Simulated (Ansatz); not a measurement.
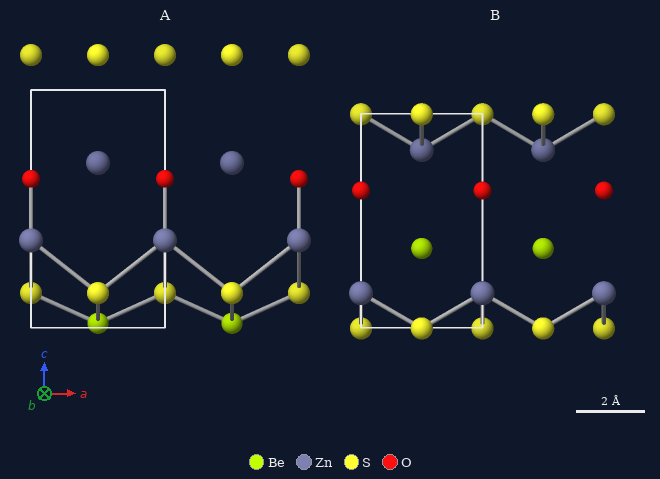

Two geometries of a crystal of BeZn2S2O (a generated structure, set up in P4mm) (coarse preliminary run), drawn at one scale. One is the start of a relaxation, the other its converged end. Style: ball-and-stick. Shown: the cell of the calculation, repeated 2 × 1 × 1 with one cell outlined, along the b axis.

The calculation used DFT PBE, scalar-relativistic, plane waves, PAW (Ansatz). (plane-wave cutoff 420 eV; k-point mesh 6 × 6 × 4; occupations gaussian; smearing width 0.1 eV; no spin polarisation; cell and atoms relaxed; force threshold 0.04 eV/Å; at most 70 steps)

### Which of the two is the end point?

Structure A is the relaxed one. Over 23 accepted moves (26 points after the start) the energy falls by 1658 meV per atom. The largest force component goes from 7.9 to 0.0022 eV/Å. The pressure goes from 46.18 to 0.00 GPa. The line search rejected the trial step at point 17 of the run. At 2 points the geometry stayed and the basis and grid were re-selected for the new cell (energy shift of 18.0 meV per atom at most each time). The largest move relative to the cell is that of the Be atom, 2.47 Å along −c. By element the largest moves are Be 2.47 Å, Zn 1.45 Å, S 1.05 Å, O 0.11 Å. The drawn cell changes as follows: a = b 3.586 → 3.956 Å (+10.3 %), c 6.324 → 7.027 Å (+11.1 %); the volume changes by +35.2 %. Some distances before and after: S–Zn 2.081 → 3.750 Å, O–Zn 3.032 → 1.814 Å, Be–S 2.965 → 2.171 Å, S–Zn 2.073 → 2.517 Å. New bonds form: Be–S (2.96 → 2.17 Å), O–Zn (3.03 → 1.81 Å). Bonds break: S–Zn (2.08 → 3.75 Å). Bond angles that change, for instance: S–Zn–S 119.8° → 103.6°, Zn–S–Zn 119.8° → 103.6°, S–Zn–S 75.4° → 67.5°. The space group stays P4mm (No. 99).
